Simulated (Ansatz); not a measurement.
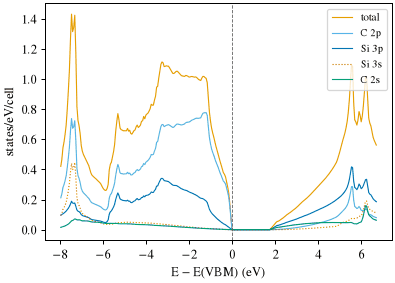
Total and projected density of states of SiC (zinc blende, F-43m), r²SCAN (plane waves, PAW; program Ansatz)

### Question
Which orbitals carry the states next to the gap?

### Answer
Top 1 eV of the valence band: C 2p 83 %, Si 3p 13 %. Bottom 1 eV of the conduction band: Si 3p 51 %, C 2s 27 %, C 2p 5 %, outside the projected shells 16 %. Projections are on Löwdin-orthogonalised atomic valence shells; empty p or d shells of many metals are not among them.

### Question
Where is the tallest occupied peak in this window, and what makes it?

### Answer
Near -7.4 eV, about 1.4 states/eV per cell; the largest projected share is C 2p.

The r²SCAN relaxation kept the symmetry of its start.

Potentials: the later of the program's two PAW sets.
